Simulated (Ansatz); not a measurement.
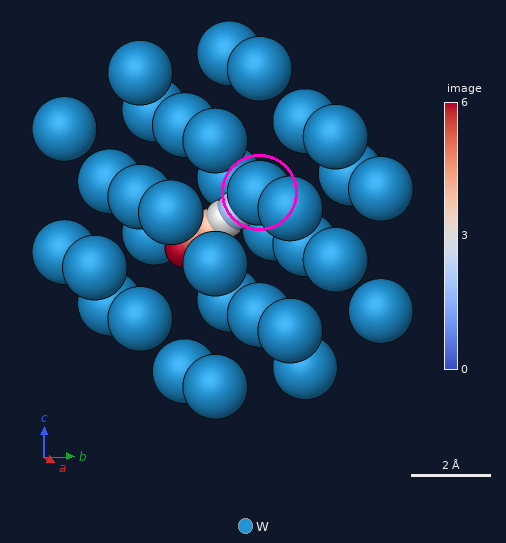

NEB run on W with a W vacancy (15 atoms in the cell). Images are numbered from 0 (start) to 6 (end). The start is drawn whole; smaller spheres mark the moving atoms (W) in the later images, joined by lines and coloured by the number of the image. A spheres-only model of the atoms within 5.0 Å of the middle of the path, seen slightly off an axis. The moving atom is ringed, with any periodic copies.

All numbers below come from DFT PBEsol, scalar-relativistic, plane waves, PAW in Ansatz 0.2.0. Set-up: plane-wave cutoff 420 eV; k-point mesh 3 × 3 × 3; Gaussian smearing 0.15 eV; 5 movable images; climbing image; force threshold 0.03 eV/Å; iteration limit 41; starting path by image-dependent pair potential.

> What moves, how far, and at what cost in energy?

It is a vacancy jump: a nearby atom moves into the empty site and leaves its own site empty. A W atom travels furthest, 2.70 Å from end to end, along [−1 −1 −1], on a straight line. At the highest image its nearest neighbour (W) is 2.66 Å away, against 2.73 Å at the start, and the surrounding atoms stand up to 0.09 Å off the mean of their end positions. The two ends have the same energy, and the highest point, image 4, lies 1.55 eV above the start. The band converged in 7 iterations. The largest component of the band force went from 2.7 to 0.024 eV/Å. The climbing image converged on the top of the path. A check of its curvatures found one unstable direction (−3.1 eV/Å²), as a transition state must have.

Limits of the set-up: the periodic images lie only 6.3 Å apart, so the values are limited by the cell's size.

The run took 15 min on 4 threads of Arm Neoverse V2 (shared host), peak memory 2.9 GiB.

PAW datasets: the set soft_1.
